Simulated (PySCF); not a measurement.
C6H9NOSi (SMILES CO[SiH2]c1ccncc1)

```yaml
atoms:
  - { symbol: C, position_ang: [3.4269, 0.3565, 0.1336] }
  - { symbol: O, position_ang: [2.0288, 0.2988, 0.1567] }
  - { symbol: Si, position_ang: [1.0877, -0.3313, -1.0600] }
  - { symbol: C, position_ang: [-0.7012, -0.1508, -0.5403] }
  - { symbol: C, position_ang: [-1.3770, 1.0713, -0.6500] }
  - { symbol: C, position_ang: [-2.7050, 1.1563, -0.2336] }
  - { symbol: N, position_ang: [-3.3841, 0.1268, 0.2658] }
  - { symbol: C, position_ang: [-2.7510, -1.0379, 0.3691] }
  - { symbol: C, position_ang: [-1.4235, -1.2293, -0.0159] }
  - { symbol: H, position_ang: [3.8023, 0.9907, -0.6911] }
  - { symbol: H, position_ang: [3.7785, 0.7909, 1.0814] }
  - { symbol: H, position_ang: [3.8844, -0.6451, 0.0289] }
  - { symbol: H, position_ang: [1.3290, 0.4196, -2.3327] }
  - { symbol: H, position_ang: [1.3985, -1.7802, -1.2712] }
  - { symbol: H, position_ang: [-0.8807, 1.9578, -1.0546] }
  - { symbol: H, position_ang: [-3.2461, 2.1069, -0.3099] }
  - { symbol: H, position_ang: [-3.3298, -1.8731, 0.7810] }
  - { symbol: H, position_ang: [-0.9645, -2.2156, 0.0944] }
```

Geometry: PBE0-D3(BJ)/def2-SVP.

All numbers below come from PBE0/def2-SVPD, SCF density, gas phase in PySCF 2.14.0.

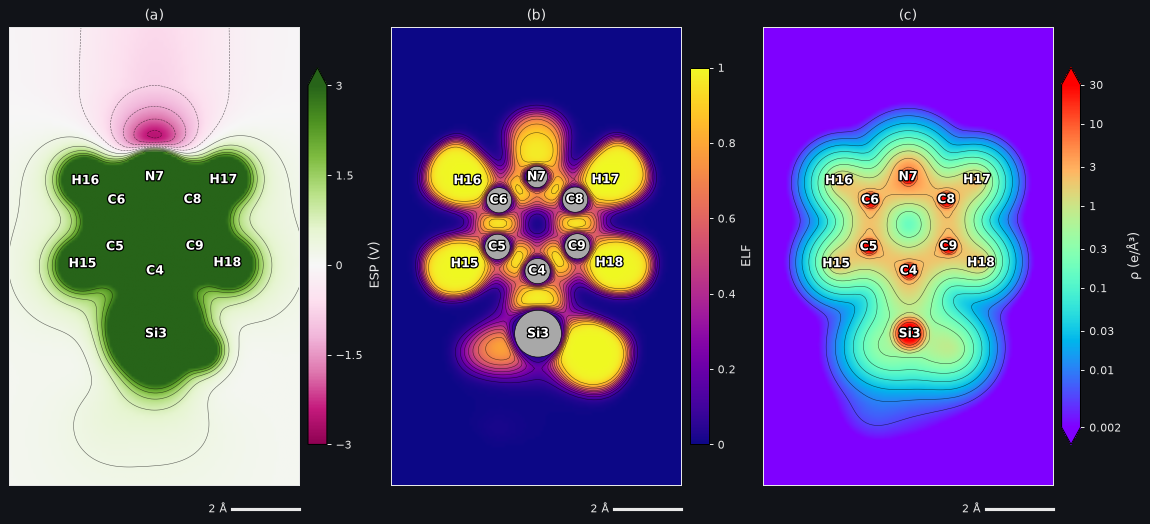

Figure 1. (a) electrostatic potential; (b) ELF; (c) electron density on the plane of atoms C9, C8 and H17. Grey discs cover the atomic cores in the ELF map.

Question: Describe what can be read from this map.

Answer: The plane passes through Si, C, N and H nuclei. C–N (1.33 Å): ρ is about 2.5 e/Å³ halfway; the ELF peaks at about 0.90 between the atoms (localised, covalent bonding). C–C (1.39 Å): ρ is about 2.1 e/Å³ halfway; the ELF peaks at about 0.95 between the atoms, as expected for a covalent bond. C–Si (1.87 Å): the density is about 0.98 e/Å³ at the midpoint; the ELF peaks at about 1 between the atoms: a covalent bond. C–H (1.09 Å): ρ is about 2 e/Å³ halfway; the ELF climbs to about 1 towards the hydrogen, as it does in any bond to H; an ordinary covalent bond to hydrogen. The ELF also peaks beside N7, away from the bonds: lone-pair regions. Outside the dense part of the molecule the potential is most negative (−2.5 V) near N7.

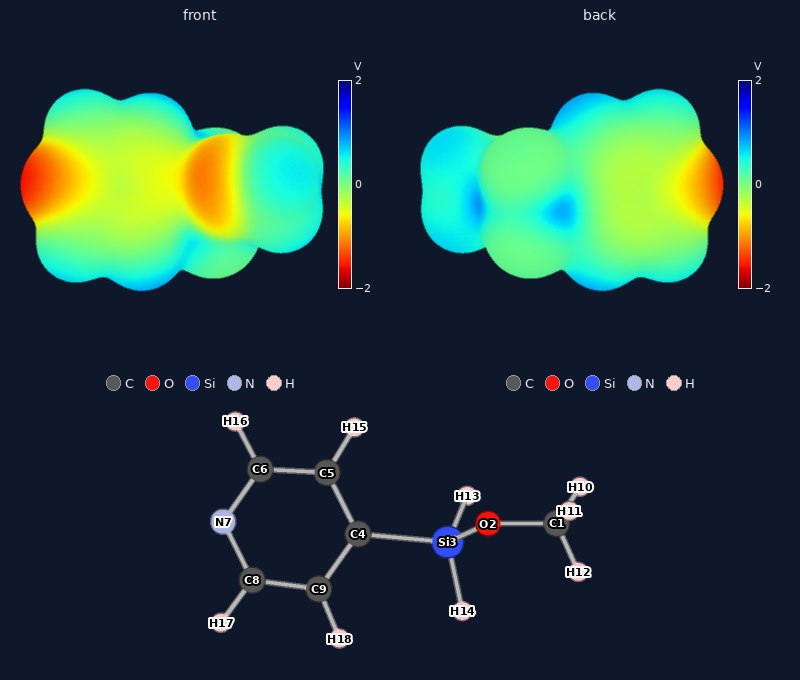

Figure 2. The molecular electrostatic potential painted on the density surface at 0.001 e/bohr³, seen from the front and from behind; the colour scale runs from red (negative) to blue (positive). The bare structure is drawn below in the same view.

Question: Where is the surface potential most negative and most positive?

Answer: The most negative region (about −1.5 V) lies over N7, the most positive (about +0.8 V) over Si3, H15 and H18. N7 is the likeliest acceptor of a hydrogen bond.

Question: What dipole moment does the calculation give?

Answer: Its dipole moment is 2.61 D.
